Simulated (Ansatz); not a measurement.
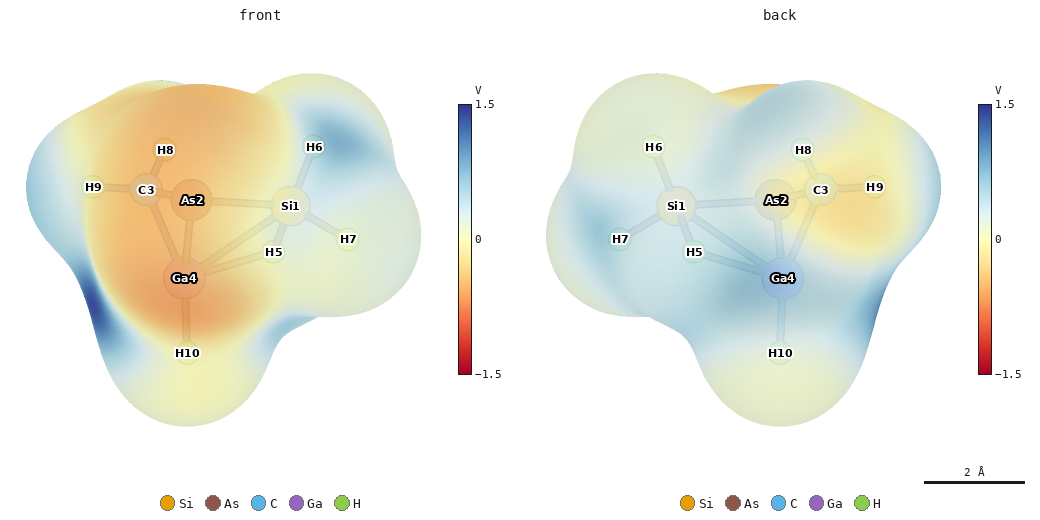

*CH$_{6}$AsGaSi. The electrostatic potential painted on the density surface at 0.001 e/bohr³, seen from the front and from behind; red is negative and blue positive.*

Geometry: PBE0-D4/def2-TZVP.

Method: RKS PBE0-D4/def2-TZVPP (Ansatz 0.2.0).

```xyz
10

Si   -0.9542    0.4447    1.1074
As    1.3572    0.4662    0.9989
C     1.1711   -1.0140   -0.4155
Ga    0.3412    0.5361   -1.2372
H    -1.3991    0.3276   -0.4041
H    -1.6354   -0.7760    1.6193
H    -1.6312    1.6655    1.6094
H     0.5992   -1.8912   -0.1264
H     2.1578   -1.2805   -0.7870
H    -0.0064    1.5216   -2.3647
```

Which sites attract a positive test charge, and which a negative one?

Answer. A positive charge is drawn to the negative regions and a negative charge to the positive ones. The most negative region (about −0.6 V) lies over As2, the most positive (about +1.3 V) over Ga4.
